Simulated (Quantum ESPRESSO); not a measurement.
**InH (Pm-3m): from the cell to the phonon bands**

How does InH (Pm-3m) vibrate, and is this structure a minimum?

Main program and level: Quantum ESPRESSO 7.5; DFT LDA, scalar-relativistic, plane waves, PseudoDojo norm-conserving pseudopotentials.

The structure was built from a prototype and need not be the compound's stable phase.

**1. The starting structure**

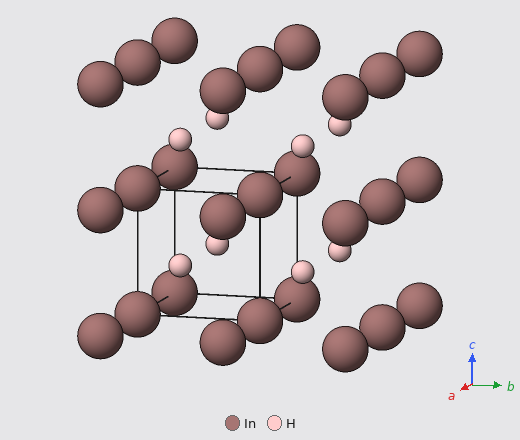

Start, viewed slightly off an axis; indium brown, hydrogen pink. 2×2×2 cells are drawn. Some periodic images of atoms are drawn too.

Coordinates:

```cif
data_structure
_symmetry_space_group_name_H-M 'P 1'
_symmetry_Int_Tables_number 1
_cell_length_a 3.2424
_cell_length_b 3.2424
_cell_length_c 3.2424
_cell_angle_alpha 90.000
_cell_angle_beta 90.000
_cell_angle_gamma 90.000
_cell_volume 34.09
loop_
_atom_site_label
_atom_site_type_symbol
_atom_site_fract_x
_atom_site_fract_y
_atom_site_fract_z
_atom_site_occupancy
In1 In 0.00000 0.00000 0.00000 1
H2 H 0.50000 0.50000 0.50000 1
```

**2. A first look**

A cheap run with smearing and empty bands tells whether the crystal has a gap, which decides between fixed occupations and smearing later on.

The input, probe.in:

```
 &control
    calculation='scf',
    prefix='x',
    outdir='./tmp',
    pseudo_dir='./pseudo',
    tprnfor=.true.,
    tstress=.true.,
    verbosity='high',
 /
 &system
    ibrav=1,
    celldm(1)=6.12724799,
    nat=2,
    ntyp=2,
    ecutwfc=74.0,
    occupations='smearing',
    smearing='gaussian',
    degauss=0.01,
 /
 &electrons
    conv_thr=1.0d-07,
    mixing_beta=0.7,
    electron_maxstep=100,
 /
ATOMIC_SPECIES
 In    114.8180  In.upf
 H       1.0080  H.upf
ATOMIC_POSITIONS crystal
 In     0.000000000   0.000000000   0.000000000
 H      0.500000000   0.500000000   0.500000000
K_POINTS automatic
 6 6 6 0 0 0
```

Command:

```console
$ OMP_NUM_THREADS=1 mpirun -n 4 pw.x -nk 4 -in probe.in > probe.out
```

Output:

```text
[banners, grids, parts of the stress and lines that vanish by symmetry left out]
Program PWSCF v.7.5
     bravais-lattice index     =            1
     lattice parameter (alat)  =       6.1272  a.u.
[...]
kinetic-energy cutoff     =      74.0000  Ry
     charge density cutoff     =     296.0000  Ry
     scf convergence threshold =      1.0E-07
[...]
Exchange-correlation= SLA  PW   NOGX NOGC
                           (   1   4   0   0   0   0   0)
[...]
48 Sym. Ops., with inversion, found
[...]
(     0          1          0      )
                  (     0          0          1      )
[...]
(  0.0000000  1.0000000  0.0000000 )
                  (  0.0000000  0.0000000  1.0000000 )
[...]
(     0         -1          0      )
                  (     0          0          1      )
[...]
(  0.0000000 -1.0000000  0.0000000 )
[...]
(     0          0          1      )
                  (     1          0          0      )
[...]
( -1.0000000  0.0000000  0.0000000 )
                  (  0.0000000  1.0000000  0.0000000 )
[...]
number of k points=    20  Gaussian smearing, width (Ry)=  0.0100
[...]
End of self-consistent calculation
[...]
the Fermi energy is     7.4774 ev
!    total energy              =    -133.56375517 Ry
[...]
convergence has been achieved in   6 iterations
[...]
atom    1 type  1   force =     0.00000000    0.00000000    0.00000000
     atom    2 type  2   force =     0.00000000    0.00000000    0.00000000
[...]
Total force =     0.000000     Total SCF correction =     0.000000
[...]
total   stress  (Ry/bohr**3)                   (kbar)     P=      -64.80
[...]
XML data file, charge density, pseudopotentials, collected wavefunctions

   JOB DONE.
```

The job ended after 2.5 s (4 MPI ranks of Intel Xeon 6975P-C (Granite Rapids), shared host; 8.8 s of CPU time).

Numbers from this step:

| Quantity | Value |
| --- | --- |
| volume per atom | 17.04 Å³ |
| pressure | -6.480 GPa |
| gap on the k-mesh | 0 eV |

No gap opens on this mesh, so smearing is kept; the start stands at -6.5 GPa.

**3. Relaxing the cell and atoms**

The relaxation runs at a cutoff a fifth above that of the response, since stress converges more slowly with the basis than frequencies do. Forces and stress are brought to rest with tight thresholds.

The input, relax.in:

```
 &control
    calculation='vc-relax',
    prefix='x',
    outdir='./tmp',
    pseudo_dir='./pseudo',
    tprnfor=.true.,
    tstress=.true.,
    forc_conv_thr=2.0d-05,
    etot_conv_thr=1.0d-07,
    nstep=40,
 /
 &system
    ibrav=1,
    celldm(1)=6.12724799,
    nat=2,
    ntyp=2,
    ecutwfc=89,
    occupations='smearing',
    smearing='mv',
    degauss=0.02,
 /
 &electrons
    conv_thr=1.0d-11,
    mixing_beta=0.7,
    electron_maxstep=100,
 /
 &ions
 /
 &cell
    press_conv_thr=0.2,
 /
ATOMIC_SPECIES
 In    114.8180  In.upf
 H       1.0080  H.upf
ATOMIC_POSITIONS crystal
 In     0.000000000   0.000000000   0.000000000
 H      0.500000000   0.500000000   0.500000000
K_POINTS automatic
 12 12 12 0 0 0
```

Command:

```console
$ OMP_NUM_THREADS=1 mpirun -n 4 pw.x -nk 4 -in relax.in > relax.out
```

Output:

```text
[banners, grids, parts of the stress and lines that vanish by symmetry left out]
[banner, memory and clock lines left out]
Program PWSCF v.7.5

[...]
kinetic-energy cutoff     =      89.0000  Ry
     charge density cutoff     =     356.0000  Ry
     scf convergence threshold =      1.0E-11
[...]
energy convergence thresh.=      1.0E-07
     force convergence thresh. =      2.0E-05
     press convergence thresh. =      2.0E-01
     Exchange-correlation= SLA  PW   NOGX NOGC
                           (   1   4   0   0   0   0   0)
[...]
48 Sym. Ops., with inversion, found
[...]
number of k points=    84  Marzari-Vanderbilt smearing, width (Ry)=  0.0200
[...]
End of self-consistent calculation
[...]
the Fermi energy is     7.3287 ev
!    total energy              =    -133.56328821 Ry
[...]
convergence has been achieved in   9 iterations
[...]
atom    1 type  1   force =     0.00000000    0.00000000    0.00000000
     atom    2 type  2   force =     0.00000000    0.00000000    0.00000000
     Total force =     0.000000     Total SCF correction =     0.000000
[...]
total   stress  (Ry/bohr**3)                   (kbar)     P=      -57.76
[...]
number of bfgs steps    =   0
[...]
CELL_PARAMETERS (alat=  6.12724799)
[...]
ATOMIC_POSITIONS (crystal)
In               0.0000000000        0.0000000000        0.0000000000
H                0.5000000000        0.5000000000        0.5000000000
[...]
New effective cutoffs (rho, wfc):  362.51   90.77
[...]
End of self-consistent calculation
[...]
the Fermi energy is     7.6591 ev
!    total energy              =    -133.56578796 Ry
[...]
convergence has been achieved in   6 iterations
[...]
atom    1 type  1   force =     0.00000000    0.00000000    0.00000000
     atom    2 type  2   force =     0.00000000    0.00000000    0.00000000
     Total force =     0.000000     Total SCF correction =     0.000000
[...]
total   stress  (Ry/bohr**3)                   (kbar)     P=      -51.57
[...]
number of bfgs steps    =   1
[...]
WARNING: bfgs curvature condition failed, Theta= 0.914
[...]
CELL_PARAMETERS (alat=  6.12724799)
[...]
ATOMIC_POSITIONS (crystal)
In               0.0000000000        0.0000000000        0.0000000000
H                0.5000000000        0.5000000000        0.5000000000
[...]
New effective cutoffs (rho, wfc):  373.53   93.53
[...]
End of self-consistent calculation
[...]
the Fermi energy is     8.1660 ev
!    total energy              =    -133.56883007 Ry
[...]
convergence has been achieved in   7 iterations
[...]
atom    1 type  1   force =     0.00000000    0.00000000    0.00000000
     atom    2 type  2   force =     0.00000000    0.00000000    0.00000000
     Total force =     0.000000     Total SCF correction =     0.000000
[...]
total   stress  (Ry/bohr**3)                   (kbar)     P=      -38.86
[...]
number of bfgs steps    =   2
[...]
CELL_PARAMETERS (alat=  6.12724799)
[...]
ATOMIC_POSITIONS (crystal)
[...]
New effective cutoffs (rho, wfc):  391.04   97.91
[...]
End of self-consistent calculation
[...]
the Fermi energy is     9.0130 ev
!    total energy              =    -133.57140389 Ry
[...]
convergence has been achieved in   8 iterations
[...]
atom    1 type  1   force =     0.00000000    0.00000000    0.00000000
     atom    2 type  2   force =     0.00000000    0.00000000    0.00000000
     Total force =     0.000000     Total SCF correction =     0.000000
[...]
total   stress  (Ry/bohr**3)                   (kbar)     P=      -13.07
[...]
number of bfgs steps    =   3
[...]
CELL_PARAMETERS (alat=  6.12724799)
[...]
ATOMIC_POSITIONS (crystal)
[...]
New effective cutoffs (rho, wfc):  399.76  100.10
[...]
End of self-consistent calculation
[...]
the Fermi energy is     9.4621 ev
!    total energy              =    -133.57165380 Ry
[...]
convergence has been achieved in   7 iterations
[...]
atom    1 type  1   force =     0.00000000    0.00000000    0.00000000
     atom    2 type  2   force =     0.00000000    0.00000000    0.00000000
     Total force =     0.000000     Total SCF correction =     0.000000
[...]
total   stress  (Ry/bohr**3)                   (kbar)     P=        2.17
[...]
number of bfgs steps    =   4
[...]
CELL_PARAMETERS (alat=  6.12724799)
[...]
ATOMIC_POSITIONS (crystal)
[...]
New effective cutoffs (rho, wfc):  398.52   99.79
[...]
End of self-consistent calculation
[...]
the Fermi energy is     9.3977 ev
!    total energy              =    -133.57166006 Ry
[...]
convergence has been achieved in   6 iterations
[...]
atom    1 type  1   force =     0.00000000    0.00000000    0.00000000
     atom    2 type  2   force =     0.00000000    0.00000000    0.00000000
     Total force =     0.000000     Total SCF correction =     0.000000
[...]
total   stress  (Ry/bohr**3)                   (kbar)     P=       -0.10
[...]
number of bfgs steps    =   5
[...]
CELL_PARAMETERS (alat=  6.12724799)
[...]
ATOMIC_POSITIONS (crystal)
[...]
New effective cutoffs (rho, wfc):  398.58   99.80
[...]
End of self-consistent calculation
[...]
the Fermi energy is     9.4006 ev
!    total energy              =    -133.57166007 Ry
[...]
convergence has been achieved in   4 iterations
[...]
atom    1 type  1   force =     0.00000000    0.00000000    0.00000000
     atom    2 type  2   force =     0.00000000    0.00000000    0.00000000
     Total force =     0.000000     Total SCF correction =     0.000000
[...]
total   stress  (Ry/bohr**3)                   (kbar)     P=       -0.00
[...]
bfgs converged in   7 scf cycles and   6 bfgs steps
[...]
End of BFGS Geometry Optimization
     Final enthalpy           =    -133.5716600695 Ry
     File ./tmp/x.bfgs deleted, as requested
[...]
CELL_PARAMETERS (alat=  6.12724799)
[...]
ATOMIC_POSITIONS (crystal)
In               0.0000000000        0.0000000000        0.0000000000
H                0.5000000000        0.5000000000        0.5000000000
[...]
Final scf calculation at the relaxed structure.
[...]
kinetic-energy cutoff     =      89.0000  Ry
     charge density cutoff     =     356.0000  Ry
     scf convergence threshold =      1.0E-13
[...]
press convergence thresh. =      2.0E-01
     Exchange-correlation= SLA  PW   NOGX NOGC
                           (   1   4   0   0   0   0   0)
[...]
48 Sym. Ops., with inversion, found
[...]
number of k points=    84  Marzari-Vanderbilt smearing, width (Ry)=  0.0200
[...]
c_bands:  1 eigenvalues not converged
[...]
End of self-consistent calculation
[...]
the Fermi energy is     9.4006 ev
!    total energy              =    -133.57164893 Ry
[...]
convergence has been achieved in  10 iterations
[...]
atom    1 type  1   force =     0.00000000    0.00000000    0.00000000
     atom    2 type  2   force =     0.00000000    0.00000000    0.00000000
     Total force =     0.000000     Total SCF correction =     0.000000
[...]
total   stress  (Ry/bohr**3)                   (kbar)     P=        0.09
[...]
XML data file, charge density, pseudopotentials, collected wavefunctions
```

Wall time 47 s (4 MPI ranks).

The steps of the relaxation:

| step | energy less that of the first step (eV) | largest force (eV/Å) | pressure (GPa) | volume (Å³) |
| --- | --- | --- | --- | --- |
| 1 | 0.0000 | 0.0000 | -5.78 | 34.09 |
| 2 | -0.0340 | 0.0000 | -5.16 | 33.09 |
| 3 | -0.0754 | 0.0000 | -3.89 | 31.64 |
| 4 | -0.1104 | 0.0000 | -1.31 | 29.54 |
| 5 | -0.1138 | 0.0000 | 0.22 | 28.58 |
| 6 | -0.1139 | 0.0000 | -0.01 | 28.71 |
| 7 | -0.1139 | 0.0000 | 0.00 | 28.70 |
| 8 | -0.1138 | 0.0000 | 0.01 | 28.70 |

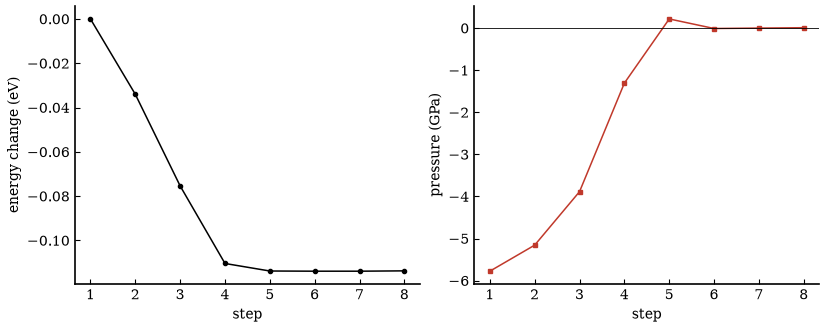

Energy and pressure along the relaxation.

| conventional cell, symmetrised | before | after | change |
| --- | --- | --- | --- |
| a (Å) | 3.242 | 3.062 | -5.6 % |
| b (Å) | 3.242 | 3.062 | -5.6 % |
| c (Å) | 3.242 | 3.062 | -5.6 % |
| volume (Å³/atom) | 17.04 | 14.35 | -15.8 % |

The relaxed structure:

```cif
data_structure
_symmetry_space_group_name_H-M 'P 1'
_symmetry_Int_Tables_number 1
_cell_length_a 3.0618
_cell_length_b 3.0618
_cell_length_c 3.0618
_cell_angle_alpha 90.000
_cell_angle_beta 90.000
_cell_angle_gamma 90.000
_cell_volume 28.70
loop_
_atom_site_label
_atom_site_type_symbol
_atom_site_fract_x
_atom_site_fract_y
_atom_site_fract_z
_atom_site_occupancy
In1 In 0.00000 0.00000 0.00000 1
H2 H 0.50000 0.50000 0.50000 1
```

The last row of the table of steps is pw.x's closing run on a basis chosen anew for the final cell, so its energy can jump.

Read from the output:

- volume per atom: 14.35 Å³
- pressure: 0.009 GPa

The volume changes by -15.8 % from the cell with which this run began.

**4. Ground state**

Perturbation theory inherits every error of the wavefunctions, so the threshold is set near the limit of the arithmetic. Smearing stays on, as the first look found no gap above 0.3 eV.

The input, scf.in:

```
 &control
    calculation='scf',
    prefix='x',
    outdir='./tmp',
    pseudo_dir='./pseudo',
    tprnfor=.true.,
    tstress=.true.,
 /
 &system
    ibrav=1,
    celldm(1)=5.78603705,
    nat=2,
    ntyp=2,
    ecutwfc=74.0,
    occupations='smearing',
    smearing='mv',
    degauss=0.02,
 /
 &electrons
    conv_thr=1.0d-12,
    mixing_beta=0.7,
    electron_maxstep=100,
 /
ATOMIC_SPECIES
 In    114.8180  In.upf
 H       1.0080  H.upf
ATOMIC_POSITIONS crystal
 In     0.000000000   0.000000000   0.000000000
 H      0.500000000   0.500000000   0.500000000
K_POINTS automatic
 12 12 12 0 0 0
```

Command:

```console
$ OMP_NUM_THREADS=1 mpirun -n 4 pw.x -nk 4 -in scf.in > scf.out
```

Output:

```text
[banners, grids, parts of the stress and lines that vanish by symmetry left out]
[banner, memory and clock lines left out]
Program PWSCF v.7.5

[...]
kinetic-energy cutoff     =      74.0000  Ry
     charge density cutoff     =     296.0000  Ry
     scf convergence threshold =      1.0E-12
[...]
Exchange-correlation= SLA  PW   NOGX NOGC
                           (   1   4   0   0   0   0   0)
[...]
48 Sym. Ops., with inversion, found
[...]
number of k points=    84  Marzari-Vanderbilt smearing, width (Ry)=  0.0200
[...]
End of self-consistent calculation
[...]
the Fermi energy is     9.4006 ev
!    total energy              =    -133.57161531 Ry
[...]
convergence has been achieved in   9 iterations
[...]
atom    1 type  1   force =     0.00000000    0.00000000    0.00000000
     atom    2 type  2   force =     0.00000000    0.00000000    0.00000000
     Total force =     0.000000     Total SCF correction =     0.000000
[...]
total   stress  (Ry/bohr**3)                   (kbar)     P=       -0.06
[...]
XML data file, charge density, pseudopotentials, collected wavefunctions
```

Elapsed: 4.4 s, on 4 MPI ranks.

This step gave:

```
pressure : -0.006000 GPa
```

The cell stands at -0.0060 GPa, close enough for phonons.

[end of part 1 of 3]

[Host names and launcher messages were left out of these logs when they were recorded.]

[Logs are printed without paths, hosts, clocks, repeated set-up lines and the standing remarks that a program may print on its own settings, such as how far it seeks lower states.]

[Hosts, paths, dates, database ids (printed as entryN), source tags and the programs' standing remarks are cut or masked in the printed files.]
